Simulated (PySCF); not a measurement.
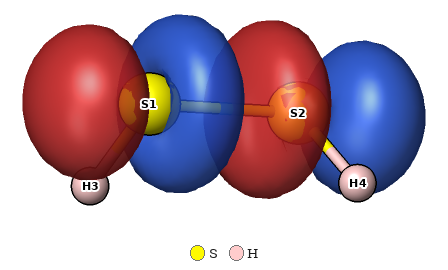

Figure 1: H$_{2}$S$_{2}$. Intrinsic bond orbitals (IBO), occupied and valence-virtual; each surface holds about 80 % of the orbital's density. Energies are diagonal elements of the Fock matrix.

Method: PBE0/6-311+G**; geometry: GFN2-xTB; program: PySCF. No frequency check shows the geometry to be a minimum. GFN2-xTB bond lengths at metals and heavier atoms can be off by up to 0.1 Å and shapes distorted, which carries into these values.

Input

```python
import numpy as np
from pyscf import gto, scf, dft, lo
from pyscf.data.elements import chemcore

def solve(mol, dm0=None, hcore=None):
    mf = (dft.UKS if mol.spin else dft.RKS)(mol, xc='pbe0')
    mf.grids.level = 3
    mf = mf.density_fit(auxbasis='def2-universal-jkfit')
    mf.conv_tol, mf.max_cycle = 1e-8, 80
    if hcore is not None:
        mf.get_hcore = lambda *args: hcore
    mf.kernel(dm0)
    if not mf.converged:
        mf = mf.newton().run(mf.mo_coeff, mf.mo_occ, max_cycle=30)
    assert mf.converged, 'SCF not converged'
    return mf

mol = gto.M(atom='''
S      1.02023     0.07039     0.05222
S     -1.02023    -0.07039     0.05222
H      1.27713    -0.89969    -0.83553
H     -1.27713     0.89969    -0.83553
''', basis='6-311+g**', charge=0, spin=0, verbose=4)
mf = solve(mol)
occ_all = mf.mo_coeff[:, mf.mo_occ > 0]
occ = occ_all[:, chemcore(mol):]
loc = lo.ibo.ibo(mol, occ, iaos=lo.iao.iao(mol, occ_all))
fock, s = mf.get_fock(), mf.get_ovlp()
ortho = lo.orth_ao(mol, 'meta_lowdin')
ortho = lo.vec_lowdin(lo.iao.iao(mol, occ_all), s)
labels = lo.iao.reference_mol(mol).ao_labels(fmt=None)
vir = lo.vvo.livvo(mol, occ_all, mf.mo_coeff[:, mf.mo_occ == 0])
both = np.hstack([loc, vir])
p = (ortho.T @ s @ both) ** 2
pop = np.array([p[[l[0] == a for l in labels]].sum(0) for a in range(mol.natm)])
spd = np.array([[p[[l[0] == a and l[2][-1] == k for l in labels]].sum(0) for k in 'spd'] for a in range(mol.natm)])
eps = np.einsum('pi,pq,qi->i', both, fock, both)
for i in np.argsort(eps):
    top = np.argsort(-pop[:, i])[:3]
    print('%3d %s %9.4f Eh ' % (i + 1, 'occ' if i < loc.shape[1] else 'vir', eps[i]), '  '.join('%s%d %.3f' % (mol.atom_symbol(a), a + 1, pop[a, i]) for a in top))
np.savez('result.npz', c=both, nocc=loc.shape[1], pop=pop, spd=spd, eps=eps, e=mf.e_tot)
```

Launched as:

```sh
OMP_NUM_THREADS=1 python input.py
```

The run took 13 s on 1 thread of Intel(R) Xeon(R) Processor @ 2.50GHz (Skylake/Cascade Lake) (shared host), peak memory 0.29 GiB.

What does this orbital represent?

σ* orbital S2–S1 (S2 50 %, S1 50 %; 0.1 eV).
